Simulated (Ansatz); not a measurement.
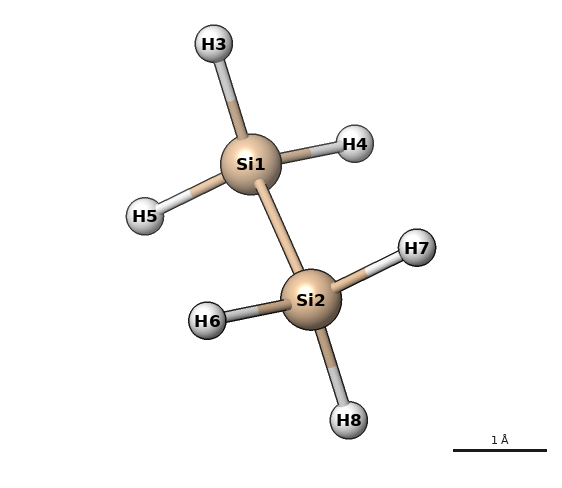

The computed structure is the end point of a PBE0-D4/def2-TZVP optimisation. No frequency run is at hand to confirm it as a minimum.

Describe the coordination of atom 1.

Answer. Si1 has 4 neighbours (Si2 at 2.34, H3 at 1.49, H4 at 1.49, H5 at 1.49 Å); the arrangement is tetrahedral.
